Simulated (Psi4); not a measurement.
# BPH3F3 (SMILES [BH3-][P+](F)(F)F): B3LYP/6-31G(d) (spherical functions)

Aim: the energy change on altering one bond length of BPH3F3 at B3LYP/6-31G* (spherical functions), from 2 runs. 

The results are computed with Psi4 1.11.

1 further run of the same task is left out (set aside as unsound or not needed).

## 1. The system as given

BPH3F3 has 8 atoms, charge 0, and is taken as a singlet. SMILES: `[BH3-][P+](F)(F)F`. The shape is that of a PBE0-D4/def2-TZVP optimisation.

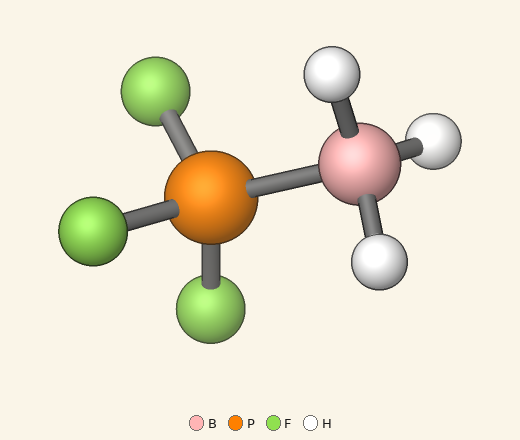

The structure, seen from a chosen angle (boron pink, phosphorus orange, fluorine green, hydrogen white).

## 2. Energy and forces at B3LYP/6-31G(d) (spherical functions)

calc.dat reads:

```
memory 2200 MB

molecule m {
  B     -0.079940     0.958130     0.502960
  P      0.055250    -0.662160    -0.347680
  F      0.301370    -1.910790     0.523410
  F     -1.155920    -1.141880    -1.173150
  F      1.178770    -0.833130    -1.390240
  H     -1.022770     0.798330     1.239980
  H     -0.266070     1.727350    -0.408780
  H      0.989320     1.064150     1.053500
  symmetry c1
  no_reorient
  no_com
}

set basis 6-31G*
set puream true
set e_convergence 1e-09
set d_convergence 1e-08
set scf_type pk
set dft_radial_points 99
set dft_spherical_points 590

result, w = gradient('b3lyp', return_wfn=True)
oeprop(w, 'MAYER_INDICES', 'WIBERG_LOWDIN_INDICES', 'MULLIKEN_CHARGES', title='B3LYP')
print_variables()
```

The run is started by

```
$ psi4 calc.dat calc.out -n 1
```

calc.out:

```text
[...]
  Running in c1 symmetry.
[...]
  Nuclear repulsion =  269.858079594122273
[...]
  Multiplicity = 1
[...]
  Nalpha       = 25
  Nbeta        = 25
[...]
    Number of basis functions: 80
[...]
   @RKS iter   1:  -667.41153065464391   -3.60317e-02   7.72508e-03 DIIS/ADIIS
[...]
   @RKS iter  10:  -667.60043611510912   -1.47793e-12   3.54462e-09 DIIS
[...]
  @RKS Final Energy:  -667.60043611510912
   => Energetics <=
    Nuclear Repulsion Energy =            269.8580795941222732
    One-Electron Energy =               -1459.7291629078476944
    Two-Electron Energy =                 570.7117911740990621
    DFT Exchange-Correlation Energy =     -48.4411439754828024
    Empirical Dispersion Energy =           0.0000000000000000
    VV10 Nonlocal Energy =                  0.0000000000000000
    Total Energy =                       -667.6004361151091189
[...]
 Multipole Moments:
 ------------------------------------------------------------------------------------
     Multipole            Electronic (a.u.)      Nuclear  (a.u.)        Total (a.u.)
 ------------------------------------------------------------------------------------
 L = 1.  Multiply by 2.5417464519 to convert [e a0] to [Debye]
 Dipole X            :         -5.7047555            5.7589593            0.0542038
 Dipole Y            :         68.3709760          -69.0205838           -0.6496078
 Dipole Z            :         35.8953751          -36.2364811           -0.3411060
 Magnitude           :                                                    0.7357184
[...]
  -Total Gradient:
     Atom            X                  Y                   Z
    ------   -----------------  -----------------  -----------------
       1        0.000497431738    -0.005947388509    -0.003128880422
       2        0.001683337749    -0.020160915173    -0.010580749875
       3       -0.004121928550     0.020606642795    -0.014909696382
       4        0.020475052481     0.007614587579     0.013695724773
       5       -0.018893850587     0.002447846365     0.017349479077
       6       -0.000320435436    -0.001711721967    -0.000501197632
       7        0.000047151172    -0.001261068525    -0.001295693176
       8        0.000652328766    -0.001583523556    -0.000590230202
[...]
  Mulliken Charges: (a.u.)
   Center  Symbol    Alpha    Beta     Spin     Total
       1     B     2.68710  2.68710  0.00000 -0.37420
       2     P     6.87216  6.87216  0.00000  1.25568
       3     F     4.64579  4.64579  0.00000 -0.29158
       4     F     4.64579  4.64579  0.00000 -0.29158
       5     F     4.64579  4.64579  0.00000 -0.29158
       6     H     0.50113  0.50113  0.00000 -0.00226
       7     H     0.50112  0.50112  0.00000 -0.00224
       8     H     0.50113  0.50113  0.00000 -0.00225
   Total alpha = 25.00000, Total beta = 25.00000, Total charge = -0.00000
[...]
```

Run time: 23 s. Hardware: 1 thread of Intel Xeon Platinum 8259CL at 2.50GHz (Skylake/Cascade Lake), shared host; peak memory 1.1 GiB.

## 3. The distorted shape

bf3h3p.xyz reads:

```xyz
8
BF3H3P
B     -0.641672     1.043611     1.024214
P     -0.506482    -0.576679     0.173574
F     -0.260362    -1.825309     1.044664
F     -1.717652    -1.056399    -0.651896
F      1.178770    -0.833130    -1.390240
H     -1.584502     0.883811     1.761234
H     -0.827802     1.812831     0.112474
H      0.427588     1.149631     1.574754
```

run_ase.py reads:

```python
import numpy as np
from ase.calculators.psi4 import Psi4
from ase.io import read

a = read('bf3h3p.xyz')
calc = Psi4(atoms=a, method='b3lyp', basis='6-31G*', memory='2200MB', num_threads=1, charge=0, multiplicity=1, label='psi4-calc', reference='rks')
calc.psi4.set_options({'puream': True, 'e_convergence': 1e-09, 'd_convergence': 1e-08, 'scf_type': 'pk', 'dft_radial_points': 99, 'dft_spherical_points': 590})
a.calc = calc

forces = a.get_forces()
print(f'energy: {a.get_potential_energy():.6f} eV')
print('forces / eV A^-1')
print(np.round(forces, 5))
```

The run is started by

```
$ python run_ase.py
```

psi4-calc.dat (excerpt; [...] marks lines left out):

```text
[...]
  Running in c1 symmetry.
[...]
  Nuclear repulsion =  244.571821390108283
[...]
  Multiplicity = 1
[...]
  Nalpha       = 25
  Nbeta        = 25
[...]
    Number of basis functions: 80
[...]
   @RKS iter   1:  -667.21356036688803   -2.98887e-01   9.14367e-03 ADIIS/DIIS
[...]
   @RKS iter  13:  -667.48249855261747   -1.59162e-12   4.03939e-09 DIIS
[...]
  @RKS Final Energy:  -667.48249855261747
   => Energetics <=
    Nuclear Repulsion Energy =            244.5718213901082834
    One-Electron Energy =               -1409.6495335591357616
    Two-Electron Energy =                 545.8981155060257606
    DFT Exchange-Correlation Energy =     -48.3029018896156614
    Empirical Dispersion Energy =           0.0000000000000000
    VV10 Nonlocal Energy =                  0.0000000000000000
    Total Energy =                       -667.4824985526174714
[...]
 Multipole Moments:
 ------------------------------------------------------------------------------------
     Multipole            Electronic (a.u.)      Nuclear  (a.u.)        Total (a.u.)
 ------------------------------------------------------------------------------------
 L = 1.  Multiply by 2.5417464519 to convert [e a0] to [Debye]
 Dipole X            :         -0.0966086           -0.7692370           -0.8658456
 Dipole Y            :         -5.5736735            5.2905631           -0.2831104
 Dipole Z            :         -2.4438501            3.0591780            0.6153278
 Magnitude           :                                                    1.0993036
[...]
  -Total Gradient:
     Atom            X                  Y                   Z
    ------   -----------------  -----------------  -----------------
       1       -0.009555386667    -0.023163239743    -0.002302423061
       2       -0.063682736407     0.003514111910     0.056298127204
       3       -0.007411721630     0.015521059861    -0.007293045950
       4        0.010881448139     0.005866165556     0.014005267427
       5        0.065924228683    -0.008275046994    -0.060377961343
       6        0.001890831175     0.006842937641     0.001481435880
       7       -0.000314563823     0.000497846465    -0.002416102532
       8        0.002259179118    -0.000862753622     0.000585744114
[...]
```

The script printed:

```text
energy: -18163.123933 eV
forces / eV A^-1
[[ 0.49136  1.1911   0.1184 ]
 [ 3.2747  -0.1807  -2.89497]
 [ 0.38113 -0.79812  0.37502]
 [-0.55955 -0.30165 -0.72018]
 [-3.38996  0.42552  3.10476]
 [-0.09723 -0.35188 -0.07618]
 [ 0.01618 -0.0256   0.12424]
 [-0.11617  0.04436 -0.03012]]
```

It took 24 s on 1 thread of Intel Xeon Platinum 8259CL at 2.50GHz (Skylake/Cascade Lake), shared host; peak memory 1.1 GiB.

## 4. Summary of results

Level: B3LYP/6-31G* (spherical functions).

| quantity | value |
| --- | --- |
| first shape: total energy | -667.60044 Eh |
| first shape: dipole moment | 1.87 D |
| first shape: HOMO energy | -9.28 eV |
| first shape: LUMO energy | 0.30 eV |
| first shape: HOMO–LUMO gap | 9.58 eV |
| first shape: largest force on an atom | 1.326 eV/Å |
| distorted shape: total energy | -667.48250 Eh |
| distorted shape: dipole moment | 2.79 D |
| distorted shape: HOMO energy | -9.15 eV |
| distorted shape: LUMO energy | -4.14 eV |
| distorted shape: HOMO–LUMO gap | 5.01 eV |
| distorted shape: largest force on an atom | 4.617 eV/Å |
| energy change with the P2–F5 bond stretched from 1.542 to 2.313 Å | 3.209 eV |

**Reading.** With the P2–F5 bond stretched from 1.542 to 2.313 Å the energy rises by 3.21 eV (310 kJ/mol). The first shape isn't relaxed at this level, so the change isn't measured from a minimum. The largest force (first shape) is 1.33 eV/Å: the shape isn't a stationary point for this species at this level. Mulliken charges (first shape) run from -0.37 on B1 to +1.26 on P2; they depend strongly on the basis.
